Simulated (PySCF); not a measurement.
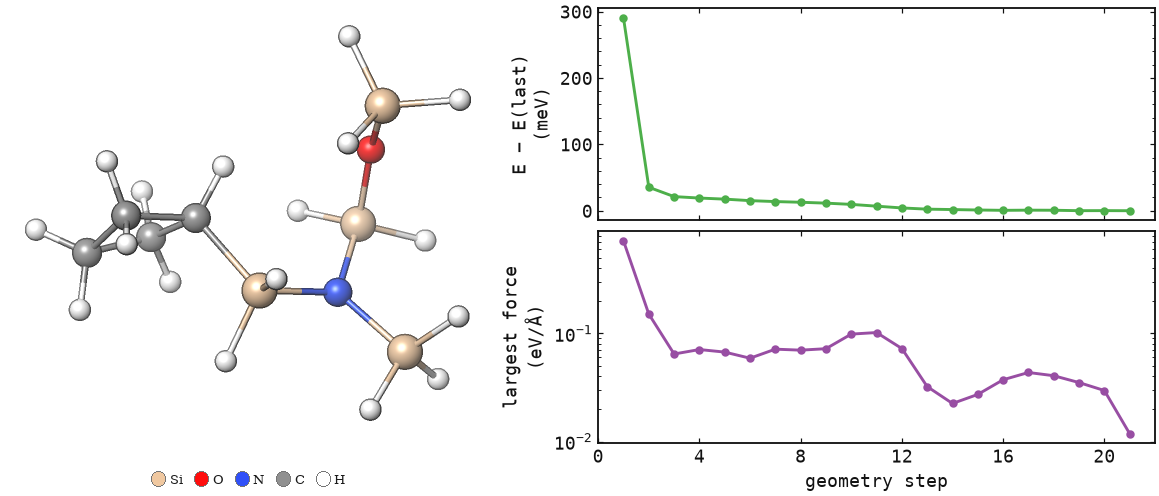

Beside the plot: the molecule at the start.

History of a geometry optimisation.

The run: C$_{4}$H$_{17}$NOSi$_{4}$ (SMILES [SiH3]O[SiH2]N([SiH3])[SiH2]C1CCC1), by PBE0-D3(BJ)/def2-SVP, geometry optimisation in PySCF.

Question: How did it end, and what did it gain?

Answer: The optimisation met its thresholds at geometry 21, counting the start as the first. The energy fell by about 290 meV from the first step to the last. The largest force goes from about 0.71 eV/Å at the start to 0.012 eV/Å at the end.
